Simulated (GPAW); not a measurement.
**Ga2S3 (Cc): dielectric function**

What do local fields and a kernel do to the response of Ga2S3 (Cc)?

Program: GPAW 26.7.0. Level of theory: LDA and many-body steps on it, plane waves. Results are calculated unless marked as measured.

## 1. The starting structure

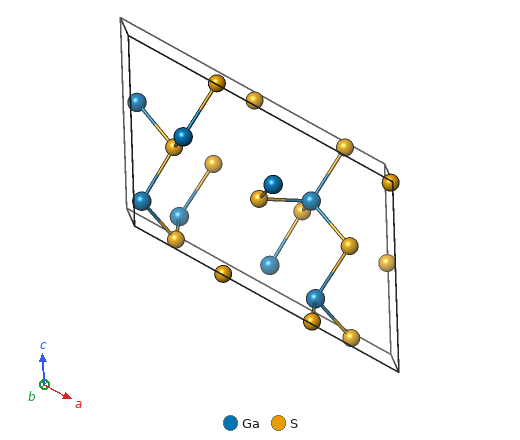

The starting structure, seen slightly off an axis (gallium blue, sulfur orange). This picture shows the conventional cell, with its axes. Bonds to atoms that aren't drawn are left out. Some periodic images of atoms are drawn too.

As a file:

```xyz
10
Lattice="5.5535 -3.1975 0.0000 5.5535 3.1975 0.0000 -3.6339 0.0000 6.0074" Properties=species:S:1:pos:R:3 pbc="T T T"
Ga    5.5668   -0.6245    0.7516
Ga    3.7498    0.6245    3.7554
Ga    1.8042   -0.4345    0.6944
Ga   -0.0127    0.4345    3.6981
S     1.9229   -2.6469    5.9101
S     3.7399    2.6469    2.9064
S     1.9353   -0.5915    3.0031
S     0.1184    0.5915    6.0068
S     7.4567    0.5372    0.0505
S     5.6397   -0.5372    3.0542
```

The cell and positions come from the Crystallography Open Database and are kept as given unless a step says otherwise.

## 2. Empty states on the mesh, 4×4×4 mesh, 283 bands

This step: GPAW 26.7.0; DFT, LDA, plane waves, PAW.

The sums over transitions need many empty states on a uniform mesh; this step solves for them.

File run.py:

```python
import json
import numpy as np
from gpaw.mpi import world
from gpaw import GPAW

calc = GPAW('gs.gpw').fixed_density(kpts={'size': (4, 4, 4), 'gamma': True},
    nbands=330,
    convergence={'bands': 283},
    txt='nscf.txt')
calc.write('full.gpw', mode='all')
res = {}
kpts = calc.get_ibz_k_points()
res['kpts'] = kpts
res['eigenvalues'] = [calc.get_eigenvalues(kpt=k) for k in range(len(kpts))]
res['n_electrons'] = calc.get_number_of_electrons()

if world.rank == 0:
    with open('result.json', 'w') as f:
        json.dump(res, f, default=lambda x: x.tolist())
```

Run with:

```sh
mpirun -n 8 gpaw python run.py
```

Numbers of over 12 decimals in the logs are rounded to 6 here.

Log:

```text
Diagonalizing LCAO Hamiltonian
Converting LCAO to pw mode
convergence criteria:
- Maximum integral of absolute [eigenst]ate change: 4e-08 eV^2 / valence electron
maximum number of iterations: 100

SCF iterations
|iter     |     time |      energy | eigst |  dens |
|iter:   1|  |             | +4.21 |       |
|iter:   2|  |             | +3.03 |       |
|iter:   3|  |             | +1.90 |       |
[...]
|iter:  14|  |             | -6.83 |       |
|iter:  15|  |             | -7.35 |       |
|iter:  16|  |             | -7.63c|       |
SCF steps: 16
  __  _  _
 | _ |_)|_||  |
 |__||  | ||/\| - 26.7.0

Input parameters:
  mode=PW(ecut=450.000000),
  convergence={'bands': 283},
  gpts=array([32, 32, 35]),
  kpts=MonkhorstPack(size=(4, 4, 4), gamma=True),
  maxiter=100,
  nbands=330,
  occupations=Occupations(name='fermi-dirac', width=0.001, fixmagmom=False),
  parallel={},
  xc=XC(name='LDA')
# Writing to full.gpw (mode='all')
  [... matrices ...]

timing:  # [seconds]
  Total: 0.396  # ━━━━━━━━━━━━━━━━━━━━━━━━━━━━━━━━━━━━━━━━━━━━━━━━━━━━━━━━━━━
```

Elapsed: 5.6 min, on 8 MPI ranks of Arm Neoverse V1, shared host; peak memory 2.7 GiB; 44 min of CPU time.

Numbers from this step:

* gap: 1.695 eV
* k of the valence top: 0, 0, 0
* k of the conduction bottom: 0, 0, 0
* least direct gap: 1.695 eV
* k points computed: 36
* lowest point of the top converged band, above the valence top: 57.4777 eV

On this mesh the gap is 1.695 eV.

## 3. RPA response

The response function is computed on a frequency grid, with local fields up to the given cutoff.

This step: linear response, RPA, on LDA, plane waves, PAW.

File run.py:

```python
import json
import numpy as np
from gpaw.mpi import world
from gpaw.response.df import DielectricFunction

df = DielectricFunction('full.gpw',
    ecut=50,
    nbands=283,
    eta=0.2,
    frequencies={'type': 'nonlinear', 'domega0': 0.05, 'omega2': 10.0},
    intraband=False,
    txt='df.txt')
res = {'optical': {}, 'eels': []}
for d in 'xyz':
    y0, y = df.get_dielectric_function(direction=d, xc='RPA', filename=None)
    res['optical'][d] = [y0.real, y0.imag, y.real, y.imag]
res['w'] = df.get_frequencies()
for q_c in [[0.25, 0, 0], [0.5, 0, 0], [0.75, 0, 0], [1.25, 0, 0]]:
    res['eels'].append(df.get_eels_spectrum(q_c=q_c, xc='RPA', filename=None))

if world.rank == 0:
    with open('result.json', 'w') as f:
        json.dump(res, f, default=lambda x: x.tolist())
```

Run with:

```sh
mpirun -n 8 gpaw python run.py
```

Log:

```text
Using integrator: PointIntegrator
NonLinearFrequencyDescriptor(from 0.000 to 73.126 eV, 364 points)
Nonperiodic BCs:  [False False False]
Using integrator: PointIntegrator
NonLinearFrequencyDescriptor(from 0.000 to 73.126 eV, 364 points)
Nonperiodic BCs:  [False False False]

Calculating chi0 body with:
    Ground state adapter containing:
    Number of spins: 1
    Number of kpoints: 64
    Number of irreducible kpoints: 36
    Number of completely occupied states: 24
    Number of partially occupied states: 24
    Occupied states memory: 13.125 M / cpu

    Linear response parametrization:
    q_c: [0.0, 0.0, 0.0]
    Number of frequency points: 364
    Planewave cutoff: 50.0
    Number of bands: 283
    Number of planewaves: 175
    Broadening (eta): 0.2
    comm.size: 8
    kncomm.size: 8
    blockcomm.size: 1

    Memory estimate of potentially large arrays:
        chi0_wGG: 170.097351 M / cpu
Integrating chi0 body.

Symmetries of q_c:
    Direct symmetries (Uq -> q): 1
    Indirect symmetries (TUq -> q): 1
In total 2 allowed symmetries.

  [... matrices ...]
36 groups of equivalent kpoints. 43.75% reduction.

Integral kind: spectral function

Calculating chi0 optical extensions with:
    Ground state adapter containing:
    Number of spins: 1
    Number of kpoints: 64
    Number of irreducible kpoints: 36
    Number of completely occupied states: 24
    Number of partially occupied states: 24
    Occupied states memory: 13.125 M / cpu

    Linear response parametrization:
    Number of frequency points: 364
    Planewave cutoff: 50.0
    Number of bands: 283
    Number of planewaves: 175
    Broadening (eta): 0.2
Integrating chi0 head and wings.

Symmetries of q_c:
    Direct symmetries (Uq -> q): 1
    Indirect symmetries (TUq -> q): 1
In total 2 allowed symmetries.

  [... matrices ...]
36 groups of equivalent kpoints. 43.75% reduction.

Integral kind: spectral function wings

Calculating chi0 body with:
    Ground state adapter containing:
    Number of spins: 1
    Number of kpoints: 64
    Number of irreducible kpoints: 36
    Number of completely occupied states: 24
    Number of partially occupied states: 24
    Occupied states memory: 13.125 M / cpu

    Linear response parametrization:
    q_c: [0.25, 0.0, 0.0]
    Number of frequency points: 364
    Planewave cutoff: 50.0
    Number of bands: 283
    Number of planewaves: 167
    Broadening (eta): 0.2
    comm.size: 8
    kncomm.size: 8
    blockcomm.size: 1

    Memory estimate of potentially large arrays:
        chi0_wGG: 154.901062 M / cpu
Integrating chi0 body.

Symmetries of q_c:
    Direct symmetries (Uq -> q): 1
    Indirect symmetries (TUq -> q): 0
In total 1 allowed symmetries.

  [... matrices ...]
64 groups of equivalent kpoints. 0.0% reduction.

Integral kind: spectral function

[... 3 further calls ...]
```

Elapsed: 2 min, on 8 MPI ranks; peak memory 6.5 GiB; 16 min of CPU time.

This step gave:

```yaml
eps_at_zero_frequency: 6.049
the_same_without_local_fields: 7.060
```

The static value is 6.05.

The ε₂ has structure finer than the step of the table below, so its rows give means over 5 eV, whole bins alone (the curve runs from 0 to 39.8 eV). Peaks (eV: height): xx, no local fields 6.0: 10.6; xx, local fields 6.0: 7.56; yy, no local fields 6.0: 10.3; yy, local fields 6.0: 7.60; zz, no local fields 4.8: 11.4.

RPA, broadening 0.2 eV. ε₂ against photon energy; means over each step:

```
photon energy (eV)  xx, no local fields  xx, local fields  yy, no local fields  yy, local fields  zz, no local fields  zz, local fields
                 5                 6.95              5.32                 7.00              5.41                 7.01              5.53
                10                 3.33              3.06                 3.36              3.07                 3.28              3.06
                15                0.642             0.820                0.636             0.822                0.658             0.794
                20                0.198             0.342                0.196             0.334                0.186             0.324
                25               0.0635             0.162               0.0626             0.160               0.0654             0.163
                30               0.0316             0.100               0.0313            0.0972               0.0304            0.0931
                35               0.0173            0.0363               0.0174            0.0361               0.0179            0.0367
```

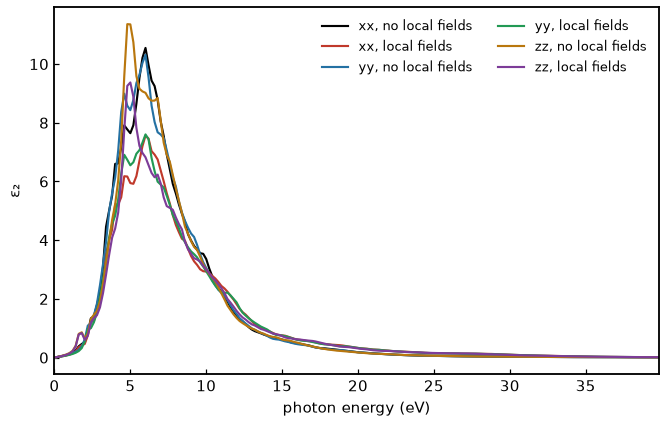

ε₂, plotted against photon energy.

Optical limit, local fields. The loss function by energy loss; read off at these points:

```
energy loss (eV)       xx      yy      zz
             0.0        0       0       0
             2.0  0.00966  0.0106  0.0129
             4.0   0.0657  0.0601  0.0507
             6.0    0.111   0.116   0.137
             8.0    0.218   0.214   0.208
            10.0    0.330   0.314   0.309
            12.0    0.430   0.427   0.456
            14.0    0.858   0.810   0.899
            16.0     1.56    1.57    1.58
            18.0     2.08    2.15    2.18
            18.6     2.05    2.24    2.33
            19.2     2.14    2.09    2.22
            20.0     2.06    2.06    2.11
            22.0     1.33    1.30    1.19
            24.0    0.727   0.721   0.715
            26.0    0.447   0.441   0.456
            28.0    0.353   0.352   0.343
            30.0    0.249   0.239   0.231
            32.0    0.154   0.146   0.140
            34.0   0.0830  0.0835  0.0870
            36.0   0.0502  0.0518  0.0512
            38.0   0.0305  0.0306  0.0306
```

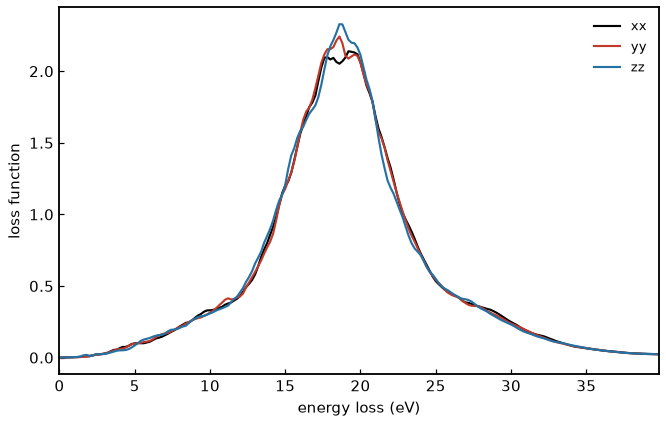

Loss function, plotted against energy loss.

RPA, local fields; q along the first reciprocal vector. Table of -Im 1/eps(q) by energy loss; read off at these points:

```
energy loss (eV)  q = 0.296 1/A  q = 0.592 1/A  q = 0.888 1/A  q = 1.480 1/A
             0.0              0              0              0              0
             5.0         0.0918         0.0765         0.0653         0.0530
            10.0          0.298          0.270          0.253          0.198
            15.0           1.05          0.863          0.604          0.342
            19.2           2.20           1.77           1.20          0.522
            20.0           2.13           1.90           1.39          0.575
            22.6           1.15           1.50           1.63          0.774
            25.0          0.584          0.815           1.16           1.02
            25.8          0.497          0.664          0.932           1.06
            30.0          0.224          0.216          0.266          0.594
            35.0         0.0579         0.0724          0.103          0.261
```

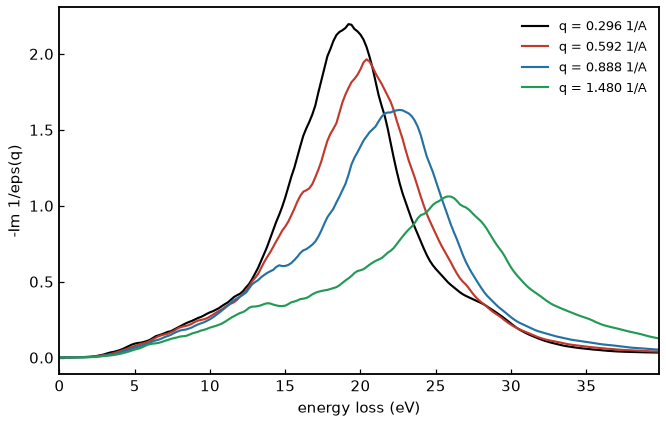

-Im 1/eps(q), plotted against energy loss.

## 4. ALDA response

This step: linear response, ALDA, on LDA, plane waves, PAW.

Changes to run.py since step 3:

```diff
@@ -14,7 +14,7 @@
 for d in 'xyz':
-    y0, y = df.get_dielectric_function(direction=d, xc='RPA', filename=None)
+    y0, y = df.get_dielectric_function(direction=d, xc='ALDA', filename=None)
     res['optical'][d] = [y0.real, y0.imag, y.real, y.imag]
 res['w'] = df.get_frequencies()
-for q_c in [[0.25, 0, 0], [0.5, 0, 0], [0.75, 0, 0], [1.25, 0, 0]]:
-    res['eels'].append(df.get_eels_spectrum(q_c=q_c, xc='RPA', filename=None))
+for q_c in [[0.75, 0, 0]]:
+    res['eels'].append(df.get_eels_spectrum(q_c=q_c, xc='ALDA', filename=None))
```

Run with:

```sh
mpirun -n 8 gpaw python run.py
```

Log:

```text
Using integrator: PointIntegrator
NonLinearFrequencyDescriptor(from 0.000 to 73.126 eV, 364 points)
Nonperiodic BCs:  [False False False]
Using integrator: PointIntegrator
NonLinearFrequencyDescriptor(from 0.000 to 73.126 eV, 364 points)
Nonperiodic BCs:  [False False False]

Calculating chi0 body with:
    Ground state adapter containing:
    Number of spins: 1
    Number of kpoints: 64
    Number of irreducible kpoints: 36
    Number of completely occupied states: 24
    Number of partially occupied states: 24
    Occupied states memory: 13.125 M / cpu

    Linear response parametrization:
    q_c: [0.0, 0.0, 0.0]
    Number of frequency points: 364
    Planewave cutoff: 50.0
    Number of bands: 283
    Number of planewaves: 175
    Broadening (eta): 0.2
    comm.size: 8
    kncomm.size: 8
    blockcomm.size: 1

    Memory estimate of potentially large arrays:
        chi0_wGG: 170.097351 M / cpu
Integrating chi0 body.

Symmetries of q_c:
    Direct symmetries (Uq -> q): 1
    Indirect symmetries (TUq -> q): 1
In total 2 allowed symmetries.

  [... matrices ...]
36 groups of equivalent kpoints. 43.75% reduction.

Integral kind: spectral function

Calculating chi0 optical extensions with:
    Ground state adapter containing:
    Number of spins: 1
    Number of kpoints: 64
    Number of irreducible kpoints: 36
    Number of completely occupied states: 24
    Number of partially occupied states: 24
    Occupied states memory: 13.125 M / cpu

    Linear response parametrization:
    Number of frequency points: 364
    Planewave cutoff: 50.0
    Number of bands: 283
    Number of planewaves: 175
    Broadening (eta): 0.2
Integrating chi0 head and wings.

Symmetries of q_c:
    Direct symmetries (Uq -> q): 1
    Indirect symmetries (TUq -> q): 1
[...]
RSHE of atom 2
      (l,m)   max weight  avg weight  included
[...]
[... further lines of this kind ...]
      In total: 0.999989 of the surface norm square is covered on average
      In total: 0.999989 of the surface norm square could be covered on average

[...]
(4,-2)  0.00002669  0.00000045  yes
      (4,-1)  0.00010095  0.00000175  yes
[...]
[... further lines of this kind ...]
[...]
Calculating ALDA kernel
Calculating f(G)
    Calculating PAW corrections

[...]
Calculating ALDA kernel
Calculating f(G)
    Calculating PAW corrections

[...]
[... matrices ...]

Calculating chi0 body with:
    Ground state adapter containing:
    Number of spins: 1
    Number of kpoints: 64
    Number of irreducible kpoints: 36
    Number of completely occupied states: 24
    Number of partially occupied states: 24
    Occupied states memory: 13.125 M / cpu

    Linear response parametrization:
    q_c: [0.75, 0.0, 0.0]
    Number of frequency points: 364
    Planewave cutoff: 50.0
    Number of bands: 283
    Number of planewaves: 167
    Broadening (eta): 0.2
    comm.size: 8
    kncomm.size: 8
    blockcomm.size: 1

    Memory estimate of potentially large arrays:
        chi0_wGG: 154.901062 M / cpu
Integrating chi0 body.

Symmetries of q_c:
    Direct symmetries (Uq -> q): 1
    Indirect symmetries (TUq -> q): 0
In total 1 allowed symmetries.

  [... matrices ...]
64 groups of equivalent kpoints. 0.0% reduction.

Integral kind: spectral function

Calculating ALDA kernel
Calculating f(G)
    Calculating PAW corrections

[...]
RSHE of atom 8
      (l,m)   max weight  avg weight  included
      In total: 1.000000 of the surface norm square is covered on average
      In total: 1.000000 of the surface norm square could be covered on average

    RSHE of atom 9
      (l,m)   max weight  avg weight  included
      In total: 1.000000 of the surface norm square is covered on average
      In total: 1.000000 of the surface norm square could be covered on average
```

The job ended after 72 s (8 MPI ranks; peak memory 6.5 GiB).

This step gave:

| Item | Value |
| --- | --- |
| ε at zero frequency | 6.339 |
| the same without local fields | 7.060 |

The static value is 6.34.

## 5. RPA response, local-field cutoff (4×4×4 mesh, 283 bands, screening to 5 eV, broadening 0.2 eV)

This step: linear response, RPA, on LDA, plane waves, PAW.

Changes to run.py since step 4:

```diff
@@ -6,3 +6,3 @@
 df = DielectricFunction('full.gpw',
-    ecut=50,
+    ecut=5,
     nbands=283,
@@ -14,3 +14,3 @@
 for d in 'xyz':
-    y0, y = df.get_dielectric_function(direction=d, xc='ALDA', filename=None)
+    y0, y = df.get_dielectric_function(direction=d, xc='RPA', filename=None)
     res['optical'][d] = [y0.real, y0.imag, y.real, y.imag]
@@ -18,3 +18,3 @@
 for q_c in [[0.75, 0, 0]]:
-    res['eels'].append(df.get_eels_spectrum(q_c=q_c, xc='ALDA', filename=None))
+    res['eels'].append(df.get_eels_spectrum(q_c=q_c, xc='RPA', filename=None))
```

Run with:

```sh
mpirun -n 8 gpaw python run.py
```

Log:

```text
Using integrator: PointIntegrator
NonLinearFrequencyDescriptor(from 0.000 to 73.126 eV, 364 points)
Nonperiodic BCs:  [False False False]
Using integrator: PointIntegrator
NonLinearFrequencyDescriptor(from 0.000 to 73.126 eV, 364 points)
Nonperiodic BCs:  [False False False]

Calculating chi0 body with:
    Ground state adapter containing:
    Number of spins: 1
    Number of kpoints: 64
    Number of irreducible kpoints: 36
    Number of completely occupied states: 24
    Number of partially occupied states: 24
    Occupied states memory: 13.125 M / cpu

    Linear response parametrization:
    q_c: [0.0, 0.0, 0.0]
    Number of frequency points: 364
    Planewave cutoff: 5.0
    Number of bands: 283
    Number of planewaves: 3
    Broadening (eta): 0.2
    comm.size: 8
    kncomm.size: 8
    blockcomm.size: 1

    Memory estimate of potentially large arrays:
        chi0_wGG: 0.049988 M / cpu
Integrating chi0 body.

Symmetries of q_c:
    Direct symmetries (Uq -> q): 1
    Indirect symmetries (TUq -> q): 1
In total 2 allowed symmetries.

  [... matrices ...]
36 groups of equivalent kpoints. 43.75% reduction.

Integral kind: spectral function

Calculating chi0 optical extensions with:
    Ground state adapter containing:
    Number of spins: 1
    Number of kpoints: 64
    Number of irreducible kpoints: 36
    Number of completely occupied states: 24
    Number of partially occupied states: 24
    Occupied states memory: 13.125 M / cpu

    Linear response parametrization:
    Number of frequency points: 364
    Planewave cutoff: 5.0
    Number of bands: 283
    Number of planewaves: 3
    Broadening (eta): 0.2
Integrating chi0 head and wings.

Symmetries of q_c:
    Direct symmetries (Uq -> q): 1
    Indirect symmetries (TUq -> q): 1
In total 2 allowed symmetries.

  [... matrices ...]
36 groups of equivalent kpoints. 43.75% reduction.

Integral kind: spectral function wings

Calculating chi0 body with:
    Ground state adapter containing:
    Number of spins: 1
    Number of kpoints: 64
    Number of irreducible kpoints: 36
    Number of completely occupied states: 24
    Number of partially occupied states: 24
    Occupied states memory: 13.125 M / cpu

    Linear response parametrization:
    q_c: [0.75, 0.0, 0.0]
    Number of frequency points: 364
    Planewave cutoff: 5.0
    Number of bands: 283
    Number of planewaves: 5
    Broadening (eta): 0.2
    comm.size: 8
    kncomm.size: 8
    blockcomm.size: 1

    Memory estimate of potentially large arrays:
        chi0_wGG: 0.138855 M / cpu
Integrating chi0 body.

Symmetries of q_c:
    Direct symmetries (Uq -> q): 1
    Indirect symmetries (TUq -> q): 0
In total 1 allowed symmetries.

  [... matrices ...]
64 groups of equivalent kpoints. 0.0% reduction.

Integral kind: spectral function
```

Run time: 55 s. Hardware: 8 MPI ranks; peak memory 3.9 GiB; 7.3 min of CPU time.

This step gave:

```
ε at zero frequency           : 7.060
the same without local fields : 7.060
```

The static value is 7.06.

The ε₂ has structure finer than the step of the table below, so its rows give means over 5 eV, whole bins alone (the curve runs from 0 to 39.8 eV). Peaks (eV: height): xx, no local fields 6.0: 10.6; xx, local fields 6.0: 10.6; yy, no local fields 6.0: 10.3; yy, local fields 6.0: 10.3; zz, no local fields 4.8: 11.4.

RPA, broadening 0.2 eV. Table of ε₂ by photon energy; means over each step:

```
photon energy (eV)  xx, no local fields  xx, local fields  yy, no local fields  yy, local fields  zz, no local fields  zz, local fields
                 5                 6.95              6.95                 7.00              7.00                 7.01              7.01
                10                 3.33              3.33                 3.36              3.36                 3.28              3.28
                15                0.642             0.642                0.636             0.636                0.658             0.658
                20                0.198             0.198                0.196             0.196                0.186             0.186
                25               0.0635            0.0635               0.0626            0.0626               0.0654            0.0654
                30               0.0316            0.0316               0.0313            0.0313               0.0304            0.0304
                35               0.0173            0.0173               0.0174            0.0174               0.0179            0.0179
```

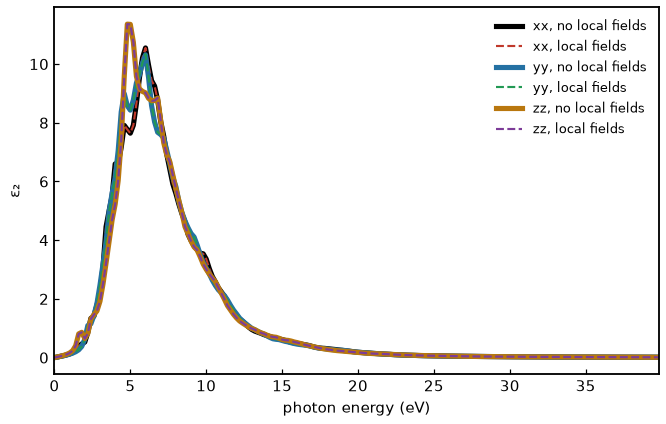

ε₂, plotted against photon energy.

[end of part 1 of 2]

[Paths, hosts, dates, memory and timing lines, banners, echoed tables and standing remarks are left out of the program output.]

[Logs are printed without paths, hosts, clocks, repeated set-up lines and the standing remarks that a program may print on its own settings, such as how far it seeks lower states.]

[Runs of the session that timed out or met a known fault of the program may be left out.]

[Hosts, paths, dates, database ids (printed as entryN), source tags and the programs' standing remarks are cut or masked in the printed files.]
